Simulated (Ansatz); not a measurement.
# Tunnelling across a broken Si chain: predicting one gap

**Method.** Ansatz 0.2.0, plane waves with PAW datasets at the program's default cutoffs, Fermi-Dirac smearing of 0.05 eV, chains in boxes 7.5 Å wide or more, moments seeded when the perfect chain is relaxed. PBE, no spin-orbit coupling; one bond is opened by s Å beyond its relaxed length, the other atoms of a straight cell of 15 kept, without spin, and the conductance taken at 300 K.

| run | G (G₀) | largest error term (%) | s | ln G |
| --- | --- | --- | --- | --- |
| +1.2 Å | 0.6908 | 0 | 1.2 | −0.3699 |
| +1.8 Å | 0.1745 | 1 | 1.8 | −1.746 |
| +2.5 Å | 0.03243 | 2 | 2.5 | −3.429 |
| +4.2 Å | 0.00057 | 3 | 4.2 | −7.47 |

One run is withheld: run = +3.3 Å, with s = 3.3. Fit a straight line ln G = a + b × s to the 4 rows shown and predict it.

**Fit.** The means are 2.425 for s and −3.254 for ln G. The sum of products of deviations is −11.97 and the sum of squares in s is 5.048, so b = −11.97 / 5.048 = −2.372 and a = −3.254 − (−2.372) × 2.425 = 2.498. The residuals' standard deviation, with 2 degrees of freedom, is σ = 0.024.

**Prediction.** ln G = 2.498 + (−2.372) × 3.3 = −5.329, that is 0.00485 G₀. The run gave 0.0048 G₀ (ln G = −5.34), so the prediction less the run is +0.011. The standard error of a prediction there, σ√(1 + 1/4 + (3.3 − 2.425)²/5.048), is 0.028, and the miss is 0.38 times that, for a point between the fitted rows. With so few rows σ is itself uncertain.

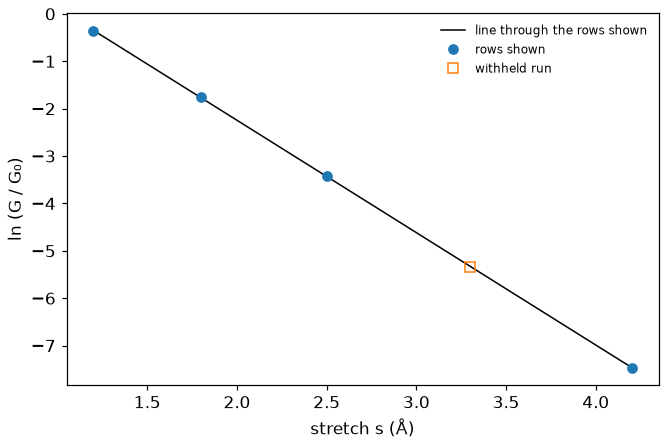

The fitted line, the rows shown and the withheld run.

**Limits.** Between neighbouring runs the slope of ln G lies between −2.40 and −2.29 per Å, so one exponential is an approximation. Error terms (up to 3 %, withheld run included) bound how much a small miss can mean. Broken ends may want a moment where none was allowed. No image potential, spin-orbit coupling or relaxation; a bent or dimerised chain may be lower in energy. Series of this kind are told only where this holds: one magnetic state in all runs, error terms under 60 %, and the runs' own leads conduct as the perfect chain does. 36 of 42 did.
